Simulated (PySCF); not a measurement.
C$_{2}$H$_{4}$O$_{2}$S, SMILES `CO.O=C=S`.

Level of theory: HF/6-31G* (PySCF), at a geometry from GFN2-xTB. GFN2-xTB bond lengths at metals and heavier atoms can be off by up to 0.1 Å and shapes distorted, which carries into these values.

Coordinates in Å:

```
C1      -2.5688    0.0338   -0.0099
O2      -1.4268   -0.7911    0.0056
H3      -2.2086    1.0588   -0.0754
H4      -3.1584   -0.0791    0.9054
H5      -3.2049   -0.1770   -0.8755
H6      -1.7053   -1.7115    0.0628
O7       0.3315    1.6328    0.0068
C8       0.9371    0.6508    0.0022
S9       1.8018   -0.6207   -0.0044
```

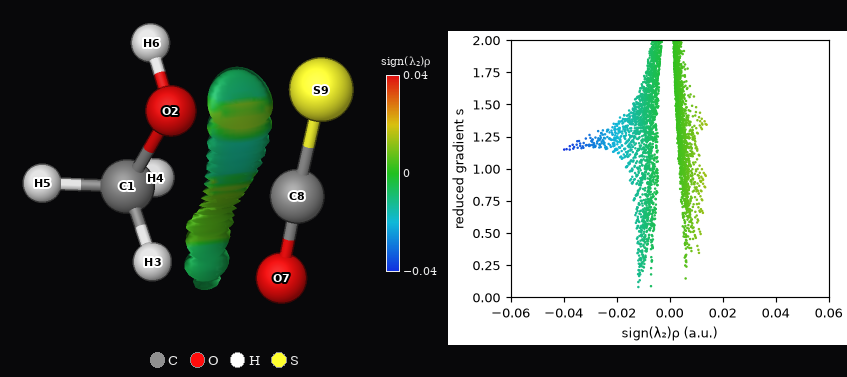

Non-covalent interaction surfaces between the fragments (reduced density gradient s = 0.6, coloured by sign(λ₂)ρ in a.u.; trimmed to the region between the fragments where ρ is under 0.06 a.u.). Fragment A: H4CO (atoms 1–6); fragment B: CSO. The plot gives s against sign(λ₂)ρ for grid points between the fragments.

Interpret the surfaces between the fragments.

Answer. Bond critical points between the fragments: O2···C8, 2.77 Å, ρ = 0.012 a.u.; H3···O7, weak C–H hydrogen bond, 2.60 Å, ρ = 0.007 a.u. All are weak and appear green, as weak hydrogen bonds do. Several contacts close a ring, whose ring point adds a part with positive λ₂ between them. The pose is a local one from a semi-empirical search, not shown to be the most stable.

How strongly are they bound?

Answer. The counterpoise-corrected interaction energy of the frozen fragments is +0.2 kcal/mol without dispersion correction and −2.9 kcal/mol with D3(BJ). The pair geometry is semi-empirical, not a minimum at this level.
